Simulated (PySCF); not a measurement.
# GeSe (Germanium monoselenide) at 6 levels

Wanted: a comparison of 6 runs (HF/STO-3G, HF/def2-SVP, PBE/STO-3G, B3LYP/6-31G*, B2PLYP/pcseg-2, MP2/pcseg-2) of GeSe (Germanium monoselenide). Input form: a Python script.

The results are computed with PySCF 2.14.0.

### Step 1. The structure to begin with

The species is GeSe (2 atoms), meant as a singlet with charge 0. As SMILES, `[Ge-]#[Se+]`. The bond length is the measured one.

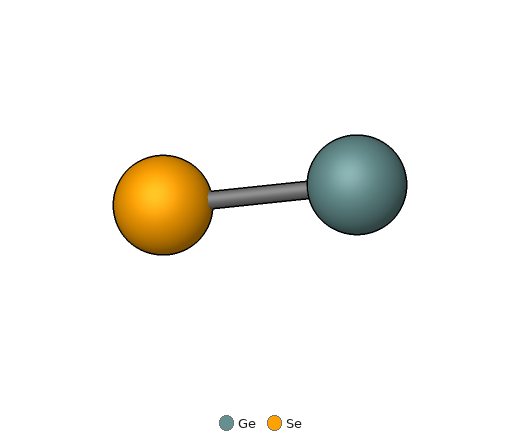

The structure, seen from a chosen angle (germanium teal, selenium orange).

### Step 2. Energy and forces at HF/STO-3G (run 1)

input.py reads:

```python
import pyscf.grad
from pyscf import gto, scf

molecule = gto.M(
    atom=[
    ('Ge', (0.000000, 0.000000, 0.000000)),
    ('Se', (0.000000, 0.000000, 2.134629)),
],
    charge=0,
    max_memory=1860,
    verbose=4,
    basis='sto-3g',
)

myscf = scf.RHF(molecule)
myscf.conv_tol = 1e-10
myscf.kernel()
if not myscf.converged:
    myscf = myscf.newton().run(myscf.mo_coeff, myscf.mo_occ)

e_final = myscf.e_tot
print('E = %.10f Eh' % e_final)
grad = myscf.Gradients().kernel()
dip = myscf.dip_moment()
pop, q = myscf.mulliken_pop()
```

Launch:

```
OMP_NUM_THREADS=1 python input.py
```

The log of the run:

```text
PySCF version 2.14.0

[INPUT] num. atoms = 2
[INPUT] num. electrons = 66
[INPUT] charge = 0
[INPUT] spin (= nelec alpha-beta = 2S) = 0
[INPUT] symmetry False subgroup None
[INPUT] Mole.unit = angstrom
[INPUT] Symbol           X                Y                Z      unit          X                Y                Z       unit  Magmom
[INPUT]  1 Ge     0.000000000000   0.000000000000   0.000000000000 AA    0.000000000000   0.000000000000   0.000000000000 Bohr   0.0
[INPUT]  2 Se     0.000000000000   0.000000000000   2.134629000000 AA    0.000000000000   0.000000000000   4.033864187554 Bohr   0.0

nuclear repulsion = 269.716566898023
number of shells = 16
number of NR pGTOs = 108
number of NR cGTOs = 36
basis = sto-3g
ecp = {}

[... 37 lines left out ...]
converged SCF energy = -4425.31484327288
[... 9 lines left out ...]
Dipole moment(X, Y, Z, Debye):  0.00000,  0.00000, -2.66707
[... 39 lines left out ...]
charge of    1Se =     -0.34104
```

Wall time 4.5 s (1 thread of Intel Xeon at 2.50GHz (Skylake/Cascade Lake), shared host); peak memory 0.12 GiB.

### Step 3. Energy and gradient at HF/def2-SVP (run 2)

start.xyz reads:

```xyz
2
GeSe
Ge     0.000000     0.000000     0.000000
Se     0.000000     0.000000     2.134629
```

run.py reads:

```python
# Germanium monoselenide
import pyscf.grad
from pyscf import gto, scf

mol = gto.M(
    atom='start.xyz',
    verbose=3,
    max_memory=1860,
    basis='def2-svp',
)

mf = scf.RHF(mol)
mf.conv_tol = 1e-10
mf.kernel()
if not mf.converged:
    mf = mf.newton().run(mf.mo_coeff, mf.mo_occ)

energy = mf.e_tot
print('Final energy', energy)
grad = mf.Gradients().kernel()
mf.analyze()
```

Launch:

```
OMP_NUM_THREADS=1 python run.py
```

The log of the run:

```text
converged SCF energy = -4474.69017726625
Final energy -4474.690177266246
[... 13 lines left out ...]
MO #8   energy= -46.270686399445   occ= 2
[... 7 lines left out ...]
MO #16  energy= -5.20245473574203  occ= 2
[... 7 lines left out ...]
MO #24  energy= -1.67683481551125  occ= 2
[... 7 lines left out ...]
MO #32  energy= -0.354576576265226 occ= 2
[... 7 lines left out ...]
MO #40  energy= 0.458240224104829  occ= 0
[... 7 lines left out ...]
MO #48  energy= 0.731049395837267  occ= 0
[... 7 lines left out ...]
MO #56  energy= 2.70012782505408   occ= 0
[... 7 lines left out ...]
MO #64  energy= 3.79378167193735   occ= 0
[... 3 lines left out ...]
Dipole moment(X, Y, Z, Debye):  0.00000, -0.00000, -2.30598
```

Run time: 9.6 s. Hardware: 1 thread of Intel Xeon at 2.50GHz (Skylake/Cascade Lake), shared host; peak memory 0.14 GiB.

Run 3 isn't shown in full; the table further down has it.

### Step 4. Energy and forces at B3LYP/6-31G(d) (Cartesian functions) (run 4)

run.py reads:

```python
# Germanium monoselenide
from pyscf import gto, dft

mol = gto.Mole()
mol.atom = '''
Ge     0.000000     0.000000     0.000000
Se     0.000000     0.000000     4.033864
'''
mol.max_memory = 1860
mol.basis = '6-31g*'
mol.verbose = 4
mol.cart = True
mol.unit = 'bohr'
mol.build()

mf = dft.RKS(mol)
mf.xc = 'b3lyp'
mf.conv_tol = 1e-10
mf.grids.level = 5
mf.kernel()
if not mf.converged:
    mf = mf.newton().run(mf.mo_coeff, mf.mo_occ)

e_final = mf.e_tot
print('E = %.10f Eh' % e_final)
grad = mf.nuc_grad_method().kernel()
dip = mf.dip_moment()
pop, q = mf.mulliken_pop()
```

Launch:

```
OMP_NUM_THREADS=1 python run.py
```

The log of the run:

```text
PySCF version 2.14.0

[INPUT] num. atoms = 2
[INPUT] num. electrons = 66
[INPUT] charge = 0
[INPUT] spin (= nelec alpha-beta = 2S) = 0
[INPUT] symmetry False subgroup None
[INPUT] Mole.unit = bohr
[INPUT] Cartesian GTO integrals (6d 10f)
[INPUT] Symbol           X                Y                Z      unit          X                Y                Z       unit  Magmom
[INPUT]  1 Ge     0.000000000000   0.000000000000   0.000000000000 AA    0.000000000000   0.000000000000   0.000000000000 Bohr   0.0
[INPUT]  2 Se     0.000000000000   0.000000000000   2.134628900751 AA    0.000000000000   0.000000000000   4.033864000000 Bohr   0.0

nuclear repulsion = 269.716579438474
number of shells = 24
number of NR pGTOs = 200
number of NR cGTOs = 70
basis = 6-31g*
ecp = {}

[... 55 lines left out ...]
converged SCF energy = -4478.1099389276
[... 10 lines left out ...]
Dipole moment(X, Y, Z, Debye):  0.00000, -0.00000, -1.70525
[... 73 lines left out ...]
charge of    1Se =     -0.17403
```

Wall time 33 s (1 thread of Intel Xeon at 2.50GHz (Skylake/Cascade Lake), shared host); peak memory 0.68 GiB.

Run 5 isn't shown in full; the table further down has it.

### Step 5. Energy and forces at MP2/pcseg-2 (run 6)

calc.py reads:

```python
from pyscf import gto, mp

mol = gto.Mole()
mol.atom = [
    ('Ge', (0.000000, 0.000000, 0.000000)),
    ('Se', (0.000000, 0.000000, 2.134629)),
]
mol.verbose = 4
mol.max_memory = 1860
mol.basis = 'pcseg-2'
mol.build()

mf = mol.RHF()
mf.conv_tol = 1e-10
mf.kernel()
if not mf.converged:
    mf = mf.newton().run(mf.mo_coeff, mf.mo_occ)

pt = mp.MP2(mf, frozen=18).run()
e_tot = pt.e_tot
print('E = %.10f Eh' % e_tot)
grad = pt.nuc_grad_method().kernel()
mf.analyze()
```

Launch:

```
OMP_NUM_THREADS=1 python calc.py
```

The log of the run:

```text
PySCF version 2.14.0

[INPUT] num. atoms = 2
[INPUT] num. electrons = 66
[INPUT] charge = 0
[INPUT] spin (= nelec alpha-beta = 2S) = 0
[INPUT] symmetry False subgroup None
[INPUT] Mole.unit = angstrom
[INPUT] Symbol           X                Y                Z      unit          X                Y                Z       unit  Magmom
[INPUT]  1 Ge     0.000000000000   0.000000000000   0.000000000000 AA    0.000000000000   0.000000000000   0.000000000000 Bohr   0.0
[INPUT]  2 Se     0.000000000000   0.000000000000   2.134629000000 AA    0.000000000000   0.000000000000   4.033864187554 Bohr   0.0

nuclear repulsion = 269.716566898023
number of shells = 8
number of NR pGTOs = 232
number of NR cGTOs = 86
basis = pcseg-2
ecp = {}

[... 60 lines left out ...]
Two-electron Energy =                 2035.874456127438862
[... 12 lines left out ...]
MO #9   energy= -46.1771523024862  occ= 2
[... 10 lines left out ...]
MO #20  energy= -2.5864783707035   occ= 2
[... 10 lines left out ...]
MO #31  energy= -0.367834800660995 occ= 2
[... 10 lines left out ...]
MO #42  energy= 0.309465009669491  occ= 0
[... 10 lines left out ...]
MO #53  energy= 0.70532933664186   occ= 0
[... 10 lines left out ...]
MO #64  energy= 1.31704007268867   occ= 0
[... 10 lines left out ...]
MO #75  energy= 1.71577230566544   occ= 0
[... 10 lines left out ...]
MO #86  energy= 7.14812978969903   occ= 0
[... 91 lines left out ...]
Dipole moment(X, Y, Z, Debye):  0.00000, -0.00000, -2.57308
```

Wall time 91 s (1 thread of Intel Xeon at 2.50GHz (Skylake/Cascade Lake), shared host); peak memory 0.93 GiB.

### Step 6. All runs side by side

| run | level | integration grid | Cartesian functions | energy (Eh) | dipole moment (D) of the reference | HOMO energy (eV) | LUMO energy (eV) | wall time |
| --- | --- | --- | --- | --- | --- | --- | --- | --- |
| 1 | HF/STO-3G | – | no | -4425.314843 | 2.67 | -6.68 | 4.53 | 4.5 s |
| 2 | HF/def2-SVP | – | no | -4474.690177 | 2.31 | -9.65 | 0.53 | 9.6 s |
| 3 | PBE/STO-3G | 5 | no | -4427.125297 | 1.00 | -1.08 | 0.02 | 11 s |
| 4 | B3LYP/6-31G* (Cartesian functions) | 5 | yes | -4478.109939 | 1.71 | -7.35 | -2.62 | 33 s |
| 5 | B2PLYP/pcseg-2 | 5 | no | -4477.882354 | 2.22 | -8.30 | -1.40 | 25 s |
| 6 | MP2/pcseg-2 | – | no | -4475.643283 | 2.57 | -9.67 | 0.32 | 91 s |

### Step 7. What came out

| quantity | value |
| --- | --- |
| run 6: total energy | -4475.64328 Eh |
| run 6: dipole moment (Hartree–Fock density) | 2.57 D |
| run 6: HOMO energy (Hartree–Fock orbitals) | -9.67 eV |
| run 6: LUMO energy (Hartree–Fock orbitals) | 0.32 eV |
| run 6: HOMO–LUMO gap (Hartree–Fock orbitals) | 9.99 eV |
| run 6: correlation energy (18 core orbitals frozen) | -364.7 mEh |
| run 6: largest force on an atom | 0.185 eV/Å |

Over runs 1, 2, 3, 4, 5 the dipole moment (its size) runs from 1.00 D (PBE/STO-3G) to 2.67 D (HF/STO-3G). Over runs 1, 2, 3, 4, 5 the HOMO–LUMO gap runs from 1.10 eV (PBE/STO-3G) to 11.21 eV (HF/STO-3G). Exact exchange widens orbital gaps. Totals of different functionals can't be ranked against each other. In runs 1, 3 the basis is minimal, so the values are rough. All runs together took 2.9 min, the longest 91 s.
